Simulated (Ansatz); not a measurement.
**r2SCAN/STO-3G run of AlH2Br (SMILES [AlH2][Br])**

Aim: the energy change on altering one bond length of AlH2Br at r2SCAN/STO-3G, from 2 runs. 

The calculation is run with Ansatz 0.2.0.

58 further runs of the same task are left out: 7 that didn't finish, 51 set aside as unsound or not needed.

### 1 Starting point

AlH2Br: 4 atoms, total charge 0, spin state singlet. As SMILES, `[AlH2][Br]`. The shape is that of a PBE0-D4/def2-TZVP optimisation.

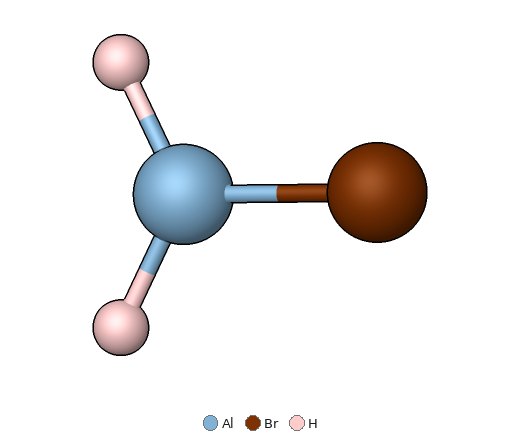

The structure, seen from a chosen angle (aluminium light blue, bromine brown, hydrogen pink).

### 2 A single-point energy at r2SCAN/STO-3G

run.yaml

```yaml
crystal:
  periodic: [false, false, false]
  atoms:
    - {symbol: Al, position_ang: [-0.148300, -0.064700, -0.110300]}
    - {symbol: Br, position_ang: [1.684900, 0.496600, 1.079700]}
    - {symbol: H, position_ang: [-0.561600, -1.584800, -0.139200]}
    - {symbol: H, position_ang: [-0.919700, 1.092700, -0.850400]}
basis:
  gaussian:
    orbitals: STO-3G
hamiltonian:
  xc: r2scan
accuracy: high
```

The run is started by

```console
ansatz run run.yaml --threads 1 --pin off --max-ram 2610MiB --events-out events.jsonl --progress --plain --runs-dir runs
```

Standard output:

```text
Warning: RAYON_NUM_THREADS=1 ignored (pool sized by the plan → 1); use --threads N
Functional definition: r2SCAN
  name "r2SCAN"
  parameter k0 = 0.174
  parameter k1 = 0.065
  parameter a1 = 4.9479
  exchange = r2scan_x(k0 = k0, k1 = k1, a1 = a1)
  correlation = r2scan_c
413 factors; integrals over basis functions are off by at most 1.5e-8 eV
mean field evaluation 1: about -75831.1245 eV, gradient 2.3e1 eV
mean field evaluation 2: about -75830.9767 eV, gradient 2.3e1 eV
mean field evaluation 4: about -75833.1357 eV, gradient 3.9e-1 eV
mean field evaluation 8: about -75833.0964 eV, gradient 5.3e-4 eV
mean field -75833.09636682 eV, -2786.8148899619 hartree, gradient 6.4e-9 eV, S^2 0.000000; 0 other end points of the search recorded, 0 dependent functions left out
reference -75833.09636718 eV, -2786.8148899751 hartree; 25, 25 occupied and 4, 4 virtual orbitals, 413 factors
Total energy: -75833.09636718 eV, -2786.8148899751 hartree
```

Run time: 3.6 s. Hardware: 1 thread of Arm Neoverse V1, shared host; peak memory 0.14 GiB.

### 3 The distorted shape

input.yaml

```yaml
crystal:
  periodic: [false, false, false]
  atoms:
    - {symbol: Al, position_ang: [-0.606582, -0.205020, -0.407789]}
    - {symbol: Br, position_ang: [1.684900, 0.496600, 1.079700]}
    - {symbol: H, position_ang: [-1.019882, -1.725120, -0.436689]}
    - {symbol: H, position_ang: [-1.377982, 0.952380, -1.147889]}
basis:
  gaussian:
    orbitals: STO-3G
hamiltonian:
  xc: r2scan
accuracy: high
```

The run is started by

```console
ansatz run input.yaml --threads 1 --pin off --max-ram 2610MiB --events-out events.jsonl --progress --plain --runs-dir runs
```

Standard output, shortened:

```text
Warning: RAYON_NUM_THREADS=1 ignored (pool sized by the plan → 1); use --threads N
[... 7 set-up lines as earlier in the session ...]
393 factors; integrals over basis functions are off by at most 1.2e-8 eV
mean field evaluation 1: about -75828.0555 eV, gradient 2.5e1 eV
mean field evaluation 2: about -75784.8786 eV, gradient 9.1e1 eV
mean field evaluation 4: about -75831.0654 eV, gradient 3.1e0 eV
mean field evaluation 8: about -75831.0959 eV, gradient 2.9e-2 eV
mean field evaluation 16: about -75831.0959 eV, gradient 1.6e-8 eV
mean field -75831.09593848 eV, -2786.7413755760 hartree, gradient 2.6e-8 eV, S^2 0.000000; 0 other end points of the search recorded, 0 dependent functions left out
reference -75831.09593885 eV, -2786.7413755898 hartree; 25, 25 occupied and 4, 4 virtual orbitals, 393 factors
Total energy: -75831.09593885 eV, -2786.7413755898 hartree
```

It took 3.6 s on 1 thread of Arm Neoverse V1, shared host; peak memory 0.14 GiB.

### 4 Outcome

At r2SCAN/STO-3G:

```
                                                           quantity           value
                                          first shape: total energy  -2786.81489 Eh
                                      distorted shape: total energy  -2786.74138 Eh
energy change with the Al1–Br2 bond stretched from 2.256 to 2.821 Å        2.000 eV
```

**Reading.** With the Al1–Br2 bond stretched from 2.256 to 2.821 Å the energy rises by 2.00 eV (46 kcal/mol). The first shape isn't relaxed at this level, so the change isn't measured from a minimum. The minimal basis adds a large error of its own.
